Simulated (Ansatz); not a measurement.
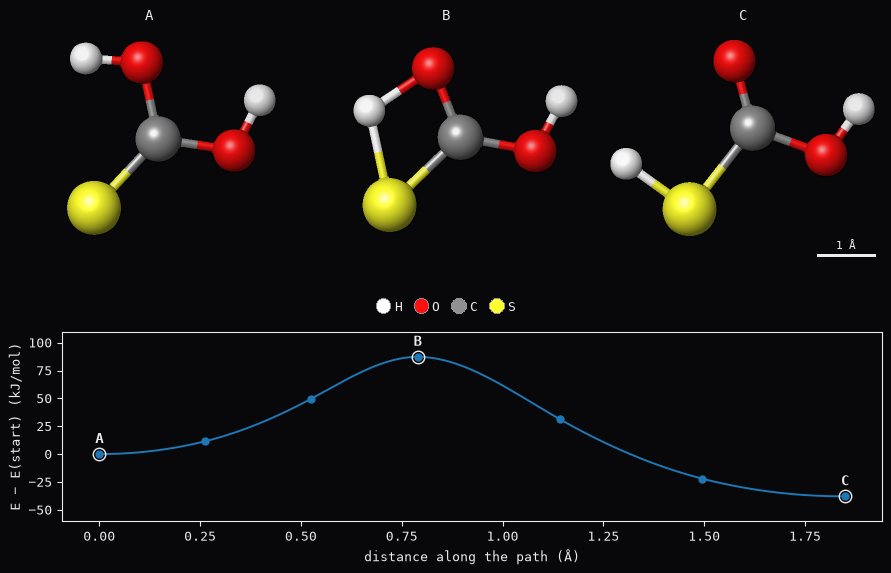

NEB run on CH2O2S. Images are numbered from 0 (start) to 6 (end). Frames A to C are images 0, 3, 6. Style: ball-and-stick. Shown face on.

These are results of RKS PBE/def2-TZVP in Ansatz 0.2.0, not measurements.

The input:
```yaml
crystal:
  periodic: [false, false, false]
  atoms:
    - { symbol: H, position_ang: [0.851292, -0.738637, -1.273471] }
    - { symbol: O, position_ang: [0.198425, -0.873345, -0.557614] }
    - { symbol: C, position_ang: [0.062339, 0.331371, 0.050118] }
    - { symbol: O, position_ang: [-0.8183, 0.252243, 1.053855] }
    - { symbol: S, position_ang: [0.85876, 1.696083, -0.37661] }
    - { symbol: H, position_ang: [-1.152517, -0.667714, 1.103621] }
basis:
  gaussian: { orbitals: def2-TZVP }
hamiltonian:
  xc: pbe
neb:
  order_check: false
  images: 5
  f_tol: 0.03
  max_iterations: 60
  final_atoms:
    - { symbol: H, position_ang: [1.45179619, 0.36049079, -1.56848138] }
    - { symbol: O, position_ang: [-0.1231234, -1.30199535, -0.34044824] }
    - { symbol: C, position_ang: [-0.08604069, -0.15661619, 0.04166477] }
    - { symbol: O, position_ang: [-0.81065139, 0.34229567, 1.07832919] }
    - { symbol: S, position_ang: [0.90634647, 1.16616326, -0.62915181] }
    - { symbol: H, position_ang: [-1.33832817, -0.41033717, 1.41798647] }
  initial_path:
    images:
      - { positions_ang: [[0.851292, -0.738637, -1.273471], [0.198425, -0.873345, -0.557614], [0.062339, 0.331371, 0.050118], [-0.8183, 0.252243, 1.053855], [0.85876, 1.696083, -0.37661], [-1.152517, -0.667714, 1.103621]] }
      - { positions_ang: [[0.90205343, -0.57868963, -1.27350739], [0.19463661, -0.89472262, -0.56081083], [0.03816109, 0.27527568, 0.0569049], [-0.8246119, 0.25070491, 1.06124799], [0.88025878, 1.59419394, -0.43962123], [-1.190499, -0.64676128, 1.15568556]] }
      - { positions_ang: [[0.95281486, -0.41874226, -1.27354379], [0.19084822, -0.91610024, -0.56400766], [0.01398318, 0.21918035, 0.06369181], [-0.8309238, 0.24916683, 1.06864098], [0.90175755, 1.49230488, -0.50263246], [-1.22848101, -0.62580856, 1.20775012]] }
      - { positions_ang: [[1.00357629, -0.25879489, -1.27358018], [0.18705983, -0.93747786, -0.56720449], [-0.01019474, 0.16308503, 0.07047871], [-0.83723571, 0.24762874, 1.07603397], [0.92325633, 1.39041581, -0.56564369], [-1.26646301, -0.60485583, 1.25981467]] }
      - { positions_ang: [[1.15298292, -0.05236633, -1.37188058], [0.08366542, -1.05898369, -0.49161907], [-0.03547672, 0.05651796, 0.06087406], [-0.82837427, 0.27918438, 1.07679904], [0.91761971, 1.31566496, -0.58681306], [-1.29041806, -0.54001628, 1.31253861]] }
      - { positions_ang: [[1.30238956, 0.15406223, -1.47018098], [-0.01972899, -1.18048952, -0.41603365], [-0.06075871, -0.05004911, 0.05126941], [-0.81951283, 0.31074002, 1.07756411], [0.91198309, 1.24091411, -0.60798244], [-1.31437311, -0.47517673, 1.36526254]] }
      - { positions_ang: [[1.45179619, 0.36049079, -1.56848138], [-0.1231234, -1.30199535, -0.34044824], [-0.08604069, -0.15661619, 0.04166477], [-0.81065139, 0.34229567, 1.07832919], [0.90634647, 1.16616326, -0.62915181], [-1.33832817, -0.41033717, 1.41798647]] }
```

Command:
```bash
ansatz run input.yaml --threads 4 --pin off --max-ram 5120MiB --backend cpu --events-out ev --progress --plain --runs-dir out
```

**What happens along the path, and what is the barrier?**

The energy climbs by 87.3 kJ/mol to image 3 and then falls by 125.2 kJ/mol, so the end point sits at −37.9 kJ/mol. A hydrogen atom shifts from one atom to another. Breaking: H–O (0.98 → 2.60 Å). Forming: H–S (2.59 → 1.35 Å). The band converged in 10 iterations, with a climbing image at the top. At the top, the vibrational analysis gives one imaginary mode (1505i cm⁻¹), as a transition state must have.
